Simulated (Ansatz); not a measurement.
# BSiN2H5 (SMILES N[SiH]1BN1) at B2PLYP/cc-pVDZ

What is the vertical ionisation energy of BSiN2H5 at B2PLYP/cc-pVDZ? 

The results are computed with Ansatz 0.2.0.

61 further runs of the same task are left out: 61 set aside as unsound or not needed.

## (1) Starting point

BSiN2H5: 9 atoms, total charge 0, spin state singlet. SMILES: `N[SiH]1BN1`. The coordinates come from a PBE0-D4/def2-TZVP relaxation. This is one conformer, not always the lowest.

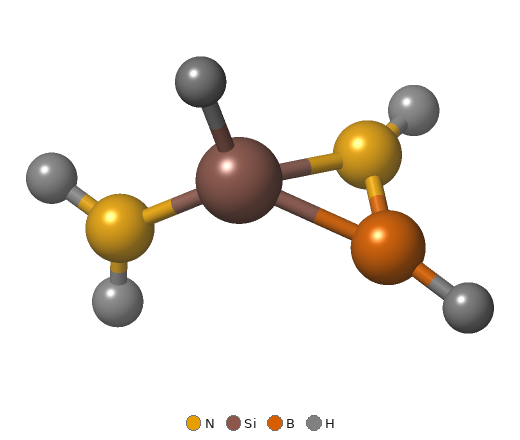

The structure, seen from a chosen angle (nitrogen amber, silicon brown, boron orange, hydrogen grey).

## (2) A single-point energy at B2PLYP/cc-pVDZ

Contents of molecule.yaml:

```yaml
crystal:
  periodic: [false, false, false]
  atoms:
    - {symbol: "N", position_ang: [-0.637800, 1.588100, 0.218200]}
    - {symbol: Si, position_ang: [0.258900, 0.175500, 0.530500]}
    - {symbol: B, position_ang: [-0.233900, -1.625800, 0.110200]}
    - {symbol: "N", position_ang: [0.650500, -0.971600, -0.738400]}
    - {symbol: H, position_ang: [-0.221300, 2.503300, 0.212900]}
    - {symbol: H, position_ang: [-1.561800, 1.577300, -0.177300]}
    - {symbol: H, position_ang: [1.441200, 0.620900, 1.305200]}
    - {symbol: H, position_ang: [-0.741300, -2.702400, 0.114400]}
    - {symbol: H, position_ang: [1.134000, -1.211600, -1.592900]}
basis:
  gaussian: {orbitals: cc-pVDZ}
hamiltonian: {xc: {name: B2PLYP}}
correlation: {frozen_orbitals: {B: 1, H: 0, "N": 1, Si: 5}}
accuracy: high
output: {orbitals: {seedname: orbitals}}
```

Started as:

```console
$ ansatz run molecule.yaml --threads 1 --pin off --max-ram 3480MiB --events-out events.jsonl --progress --plain --runs-dir runs
```

The log of the run:

```text
Warning: RAYON_NUM_THREADS=1 ignored (pool sized by the plan → 1); use --threads N
Functional definition: B2PLYP
  name "B2PLYP"
  parameter a = 0.53
  parameter c = 0.27
  exchange = (1 - a)*b88_x + a*exact_x
  correlation = (1 - c)*lyp_c + c*(mp2_os + mp2_ss)
1994 factors; integrals over basis functions are off by at most 3.8e-9 eV
mean field evaluation 1: about -11597.1761 eV, gradient 5.6e1 eV
mean field evaluation 2: about -11597.5775 eV, gradient 5.6e1 eV
mean field evaluation 4: about -11603.7176 eV, gradient 5.8e0 eV
mean field evaluation 8: about -11603.8166 eV, gradient 6.0e-1 eV
mean field evaluation 16: about -11603.8176 eV, gradient 9.4e-5 eV
mean field -11603.81758964 eV, -426.4324310692 hartree, gradient 4.8e-8 eV, S^2 0.000000; 0 other end points of the search recorded, 0 dependent functions left out
8 core orbitals not correlated: weight in the atoms' cores, before any rotation towards them, 1.000 or more for the frozen orbitals, at most 0.000 for the correlated occupied ones
reference -11603.81761529 eV, -426.4324320119 hartree; 11, 11 occupied and 66, 66 virtual orbitals, 1994 factors
second order -17.29440588 eV of doubles, -0.00000000 eV of singles
Total energy: -11608.48710488 eV, -426.6040325892 hartree
```

It took 11 s on 1 thread of Arm Neoverse V1, shared host; peak memory 0.28 GiB.

## (3) The doublet cation, same level

Contents of input.yaml:

```yaml
crystal:
  periodic: [false, false, false]
  atoms:
    - {symbol: N, position_ang: [-0.637800, 1.588100, 0.218200]}
    - {symbol: Si, position_ang: [0.258900, 0.175500, 0.530500]}
    - {symbol: B, position_ang: [-0.233900, -1.625800, 0.110200]}
    - {symbol: N, position_ang: [0.650500, -0.971600, -0.738400]}
    - {symbol: H, position_ang: [-0.221300, 2.503300, 0.212900]}
    - {symbol: H, position_ang: [-1.561800, 1.577300, -0.177300]}
    - {symbol: H, position_ang: [1.441200, 0.620900, 1.305200]}
    - {symbol: H, position_ang: [-0.741300, -2.702400, 0.114400]}
    - {symbol: H, position_ang: [1.134000, -1.211600, -1.592900]}
basis:
  gaussian:
    orbitals: cc-pVDZ
output: {orbitals: {seedname: orbitals}}
hamiltonian:
  xc: {name: B2PLYP}
magnetization:
  spin_polarized: true
  initial_magnetization: 1
total_charge: 1
accuracy: high
correlation:
  frozen_orbitals: {B: 1, H: 0, "N": 1, Si: 5}
```

Started as:

```console
$ ansatz run input.yaml --threads 1 --pin off --max-ram 3480MiB --events-out events.jsonl --progress --plain --runs-dir runs
```

The log of the run (excerpt; [...] marks lines left out):

```text
Warning: RAYON_NUM_THREADS=1 ignored (pool sized by the plan → 1); use --threads N
[... 2 set-up lines as earlier in the session ...]
[...]
1993 factors; integrals over basis functions are off by at most 3.8e-9 eV
[...]
mean field -11595.35446645 eV, -426.1214170287 hartree, gradient 4.0e-8 eV, S^2 0.766276; 3 other end points of the search recorded, 0 dependent functions left out
8 core orbitals not correlated: weight in the atoms' cores, before any rotation towards them, 1.000 or more for the frozen orbitals, at most 0.000 for the correlated occupied ones
reference -11595.35449258 eV, -426.1214179888 hartree; 11, 10 occupied and 66, 67 virtual orbitals, 1993 factors
second order -16.93507542 eV of doubles, -0.00000000 eV of singles
Total energy: -11599.92696295 eV, -426.2894531754 hartree
```

Wall time 20 s (1 thread of Arm Neoverse V1, shared host); peak memory 0.39 GiB.

## (4) Outcome

Level: B2PLYP/cc-pVDZ, 8 core orbitals frozen.

| quantity | value |
| --- | --- |
| singlet BSiN2H5: total energy | -426.60403 Eh |
| singlet BSiN2H5: HOMO energy (SCF part's orbitals) | -7.43 eV |
| singlet BSiN2H5: LUMO energy (SCF part's orbitals) | 1.59 eV |
| singlet BSiN2H5: HOMO–LUMO gap (SCF part's orbitals) | 9.02 eV |
| doublet cation: total energy | -426.28945 Eh |
| doublet cation: HOMO energy (SCF part's orbitals) (highest over α and β) | -14.32 eV |
| doublet cation: LUMO energy (SCF part's orbitals) (lowest over α and β) | -9.49 eV |
| doublet cation: ⟨S²⟩ | 0.766 |
| vertical ionisation energy (to the doublet cation) | 8.560 eV |

What this shows: The vertical ionisation energy comes to 8.56 eV (197 kcal/mol). −ε(HOMO) before ionisation, 7.43 eV, is 1.13 eV below this ionisation energy.
